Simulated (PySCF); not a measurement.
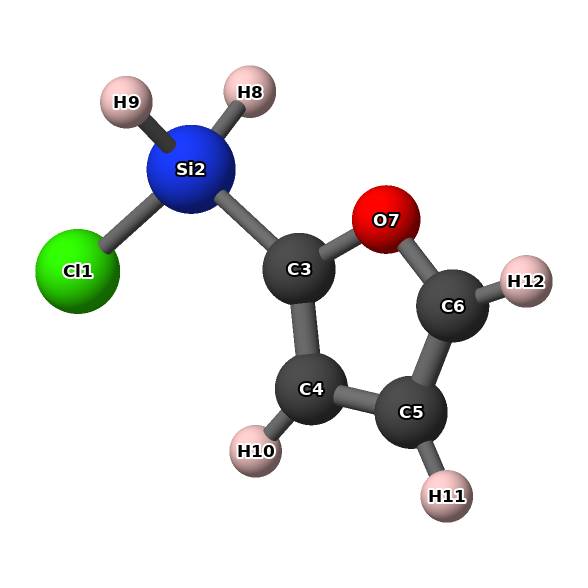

The thickness of each stick grows with its Mayer bond order. The computed structure is the end point of a GFN2-xTB optimisation. No frequency run is at hand to confirm it as a minimum. Level of theory: PBE0/pcSseg-1 (PySCF 2.14.0).

List the Mayer bond orders of Cl1–Si2, Si2–C3, Si2–H8, Si2–H9, C3–C4, C3–O7, C4–C5, C4–H10, C5–C6, C5–H11, C6–O7, C6–H12. Atoms whose distances differ by more than 0.02 Å in this geometry are listed apart.

| bond | Mayer order | length (Å) |
| --- | --- | --- |
| Cl1–Si2 | 0.98 | 2.013 |
| Si2–C3 | 0.89 | 1.870 |
| Si2–H8 | 0.93 | 1.462 |
| Si2–H9 | 0.93 | 1.462 |
| C3–C4 | 1.55 | 1.371 |
| C3–O7 | 1.01 | 1.357 |
| C4–C5 | 1.28 | 1.411 |
| C4–H10 | 0.99 | 1.071 |
| C5–C6 | 1.58 | 1.362 |
| C5–H11 | 0.99 | 1.071 |
| C6–O7 | 1.10 | 1.338 |
| C6–H12 | 0.98 | 1.072 |

The geometry is semi-empirical. Around Si such bond lengths and angles can be off by a tenth of an ångström or more and by several degrees, and values that hang on the shape move with them.
